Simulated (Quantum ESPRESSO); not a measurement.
The O K edge of atom 7 in Ti6O (P-31m), with 6 Ti at 2.08 Å (octahedral, site symmetry -3m), was computed in 2 ways: excited-electron core hole (neutral cell) and no core hole. Program and functional: Quantum ESPRESSO XSpectra, LDA, Lorentzian half width 0.3 eV up to 4 eV, rising linearly to 2.5 eV at 25 eV; cells of 7 and 14 atoms (the run without a hole in the smaller).

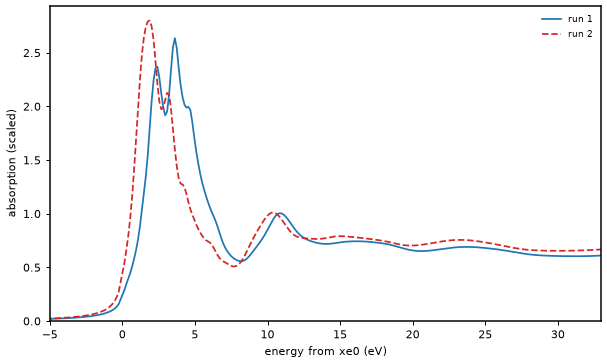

Each run is counted from its own lowest empty level or Fermi level and scaled to a mean of 1 over its first 20 eV.

Q: Which run is which?

Run 1: no core hole (area from −2 to 6 eV 9.7, main maxima 2.4 eV (2.37), 3.6 eV (2.64) and 10.8 eV (1.00)). Run 2: excited-electron core hole (neutral cell) (area from −2 to 6 eV 9.7, main maxima 1.9 eV (2.80), 3.1 eV (2.13) and 10.4 eV (1.01)). With each curve scaled to its own mean, the area from −2 to 6 eV with the hole is 9.7 against 9.7, and the centre of weight from −1 to 20 eV moves by -0.2 eV (first and strongest maxima below 20 eV: 2.4 eV (2.37), 3.6 eV (2.64) and 10.8 eV (1.00) without the hole, 1.9 eV (2.80), 3.1 eV (2.13) and 10.4 eV (1.01) with it); the shape changes all the same, by 37 % r.m.s.

[Hosts, paths, dates, database ids (printed as entryN), source tags and the programs' standing remarks are cut or masked in the printed files.]

[Lists of maxima count a maximum above −3 eV only where it reaches 4 % of the highest in the window and stands out from its surroundings by 2 % of it (1.5 % where it reaches 55 %); shoulders and weaker maxima are passed over, and of the rest the first, up to two pre-edge ones and the few strongest are named.]
